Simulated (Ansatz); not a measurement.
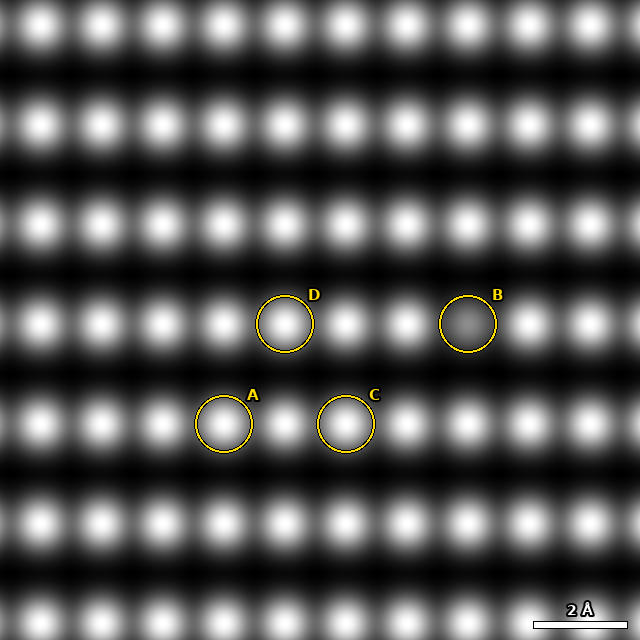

Dark-field STEM-like image of Rh (Fm-3m, No. 225) along [211]. The image is simulated as a sum over atoms of Z^1.8, blurred by a 0.78 Å probe (no channelling). The display is stretched by a gamma of 0.65; percentages refer to the linear signal.

The sample is 1 repeat (4.6 Å) thick. One point defect was put into the perfect crystal, without relaxing the atoms around it. Brightness is counted from the darkest point of the image. Host structure: the input geometry of a calculation.

Which ringed column holds the defect, and does it scatter more or less than its equals?

B; it scatters less. The column holds 1 atom (Rh) through the sample, and one Rh atom is replaced by Co, so its peak drops to about 40 % of that of its equals.
